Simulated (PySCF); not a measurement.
C$_{5}$H$_{2}$F$_{4}$ (SMILES F/C=C1C=C\1C(F)(F)F)

```xyz
11

F     3.2882    0.0601   -0.0337
C     2.0727   -0.5253    0.0767
C     0.9763    0.1742   -0.0396
C     0.2163    1.4004   -0.2510
C    -0.4779    0.2934   -0.0515
C    -1.7776   -0.3895    0.0779
F    -1.9330   -1.3484   -0.8478
F    -2.8085    0.4562   -0.0592
F    -1.9146   -0.9814    1.2742
H     2.1356   -1.5842    0.2635
H     0.2279    2.4471   -0.4355
```

Geometry: GFN2-xTB.

All numbers below come from PBE0/def2-SVPD, SCF density, gas phase in PySCF.

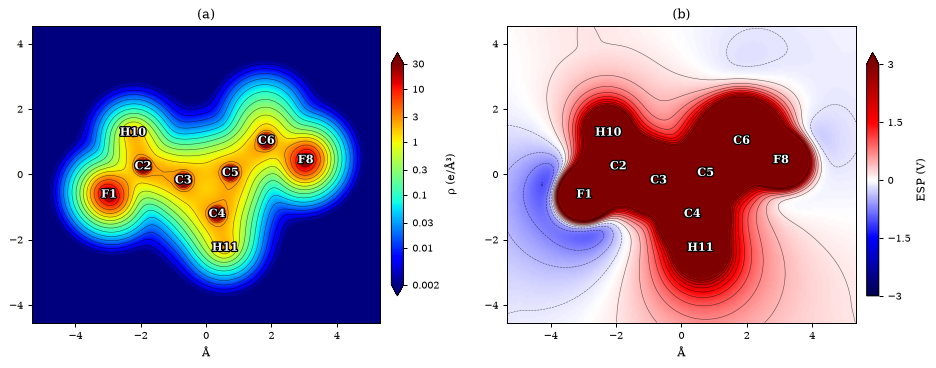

Figure 1. (a) electron density; (b) molecular electrostatic potential on the plane of atoms C3, C4 and H11.

**Describe what can be read from this map.**

The section cuts through F, C and H sites.
C–C (1.31 Å): ρ is about 2.3 e/Å³ halfway.
C–F (1.34 Å): ρ at the midpoint is about 2.4 e/Å³.
C–H (1.06 Å): the density is about 2.1 e/Å³ at the midpoint.
C–C (1.46 Å): ρ is about 1.7 e/Å³ halfway.
Outside the dense part of the molecule the potential is most negative (−1.0 V) near F1.

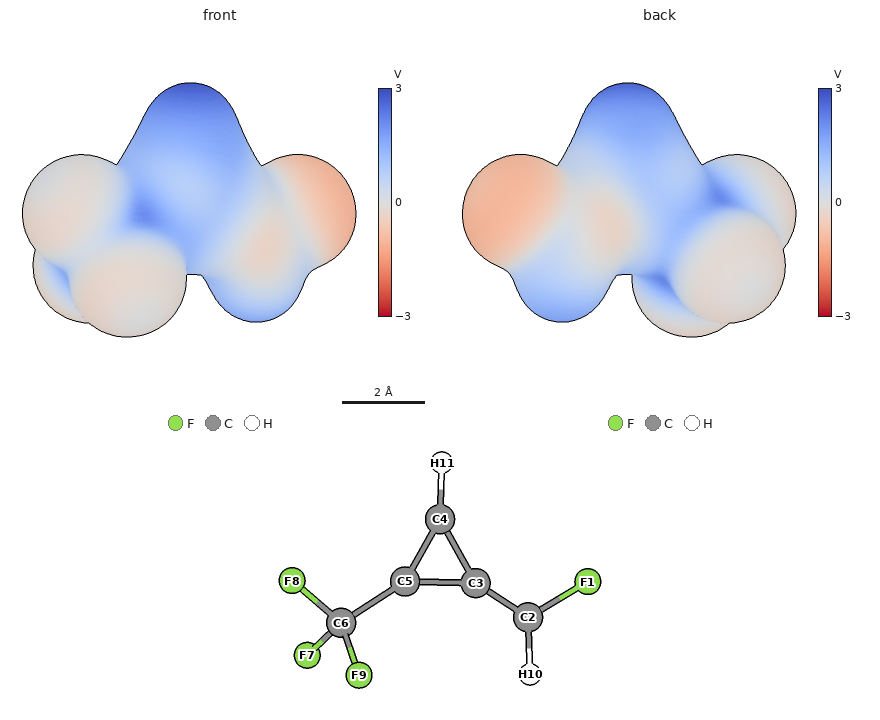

Figure 2. The electrostatic potential painted on the density surface at 0.004 e/bohr³, seen from the front and from behind; the colour scale runs from red (negative) to blue (positive). The bare structure is drawn below in the same view.

**Where is the surface potential most negative and most positive?**

The most negative region (about −1.0 V) lies over F1, the most positive (about +2.7 V) over H11.
